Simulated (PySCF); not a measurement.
**C$_{3}$H$_{10}$O$_{2}$Si$_{2}$ (SMILES C=C(C[SiH3])O[SiH2]O): density, localisation and related maps**

Input

```
{"job": {"kind": "uv", "xc": "CAM-B3LYP", "basis": "def2-SVPD", "nstates": 8, "ntriplets": 3}, "charge": 0, "multiplicity": 1}
C      0.512436    -0.775018     1.653432
C     -0.008929     0.095854     0.801172
C     -1.419648     0.580395     0.844717
Si    -2.342830     0.051198    -0.740058
O      0.673939     0.621218    -0.248810
Si     2.198095     0.487719    -0.803747
O      2.626614    -1.017747    -1.240097
H     -0.067717    -1.161567     2.470459
H      1.528667    -1.113183     1.562136
H     -1.416111     1.670455     0.897222
H     -1.913891     0.203975     1.738411
H     -2.291303    -1.409413    -0.855970
H     -3.735857     0.490258    -0.613717
H     -1.735783     0.667614    -1.917506
H      3.221663     0.779421     0.185704
H      2.078144     1.398057    -1.932544
H      2.085512    -1.557204    -1.810716
```

Run with:

```sh
OMP_NUM_THREADS=1 python probes_run.py task.json out
```

Geometry: GFN2-xTB.

All numbers below come from CAM-B3LYP/def2-SVPD, SCF density, gas phase (PySCF).

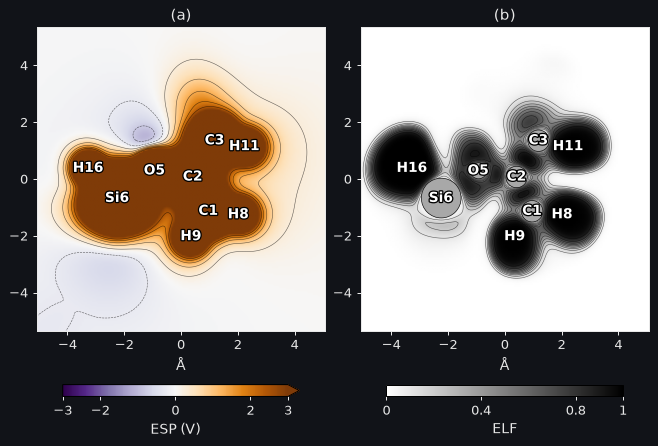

Figure 1. (a) electrostatic potential; (b) ELF on the plane of atoms C2, C1 and H9. Grey discs cover the atomic cores in the ELF map.

> What do the fields say about this system?

- Atoms in the plane: C, O, Si and H.
- C–C (1.33 Å): the ELF peaks at about 0.95 between the atoms: a multiple bond.
- C–O (1.36 Å): the ELF peaks at about 0.90 between the atoms, as expected for a polar covalent bond.
- Si–O (1.63 Å): the ELF peaks at about 0.90 between the atoms, as expected for a polar covalent bond.
- C–C (1.49 Å): the ELF peaks at about 0.95 between the atoms; a covalent bond.
- C–H (1.07 Å): the ELF climbs to about 1 towards the hydrogen, as it does in any bond to H: an ordinary covalent bond to hydrogen.
- The ELF also peaks beside O5, away from the bonds: lone-pair regions.
- Outside the dense part of the molecule the potential is most negative (−1.1 V) near O5.

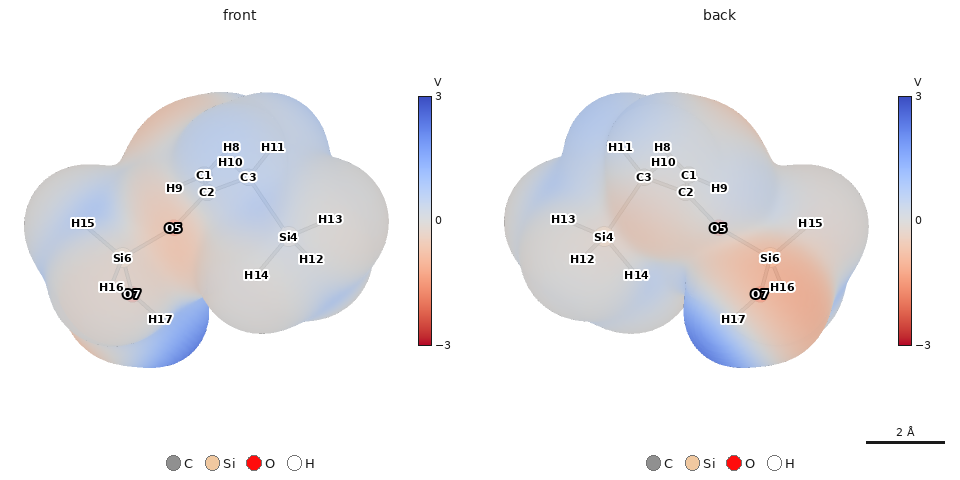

Figure 2. The electrostatic potential painted on the density surface at 0.001 e/bohr³, seen from the front and from behind; red is negative and blue positive.

> Describe the electrostatic potential map.

The most negative region (about −1.1 V) lies over O7, the most positive (about +2.1 V) over H17. O7 is the likeliest acceptor of a hydrogen bond.

> What dipole moment does the calculation give?

Its dipole moment is 0.90 D.
